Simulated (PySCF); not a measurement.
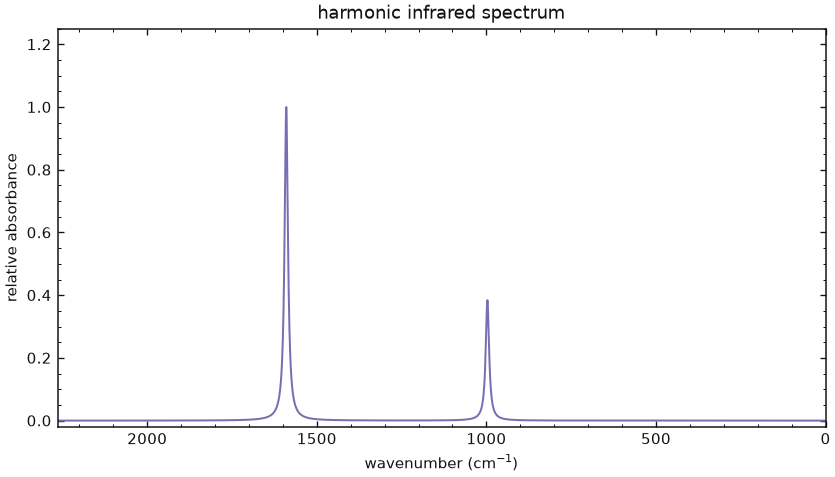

IR spectrum of AsH₆⁻, singlet, at a minimum, with As as the central atom. Unscaled harmonic wavenumbers and double-harmonic intensities, PBE0/def2-TZVPD, PySCF 2.14.0, isolated molecule. Structures are the lowest points that the searches found. Degenerate modes count as one line, with their intensities summed. Lorentzian lines of 12 cm⁻¹ full width. Close modes add up in the curve.

> Which point group goes with this spectrum?

The calculation gave Oh. Its 15 modes give 6 distinct wavenumbers, 2 with an intensity of 0.05 km/mol or more.
```tsv
cm⁻¹	km/mol	symmetry
954.5	0.0	t2u (×3)
996.9	1700.4	t1u (×3)
1101.2	0.0	t2g (×3)
1466.9	0.0	eg (×2)
1590.0	4426.4	t1u (×3)
1917.0	0.0	a1g
```

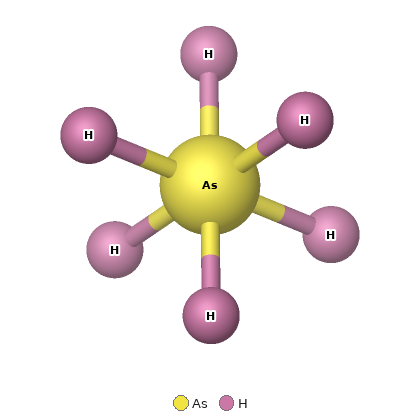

Known limits of this run: no scalar relativity.
